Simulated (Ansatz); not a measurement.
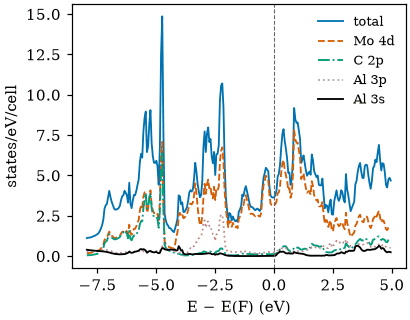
Figure: Total and projected density of states of AlMo₂C in space group P6_3/mmc (No. 194; Al on 2d, Mo on 4f, C on 2a), the program Ansatz at the PBE level (PAW)

Problem. Which orbitals carry the states next to the Fermi level?

Solution. Within 0.5 eV of the Fermi level: Mo 4d 83 %, Al 3p 6 %, C 2p 5 %. Projections are on Löwdin-orthogonalised atomic valence shells; empty p or d shells of many metals are not among them.

Problem. Where is the tallest occupied peak in this window, and what makes it?

Solution. Near -4.8 eV, about 15 states/eV per cell; the largest projected share is Mo 4d.

The start of the workflow was typed in or built on a structure type; neither database checked (COD, Materials Project) lists it. Its standing as an ambient phase is unchecked. The PBE relaxation kept the symmetry of its start; its stability against distortions is not shown here. The run is not spin-polarised. Spin–orbit coupling is left out wherever it is not named.

Potentials: the earlier of the program's two PAW sets.
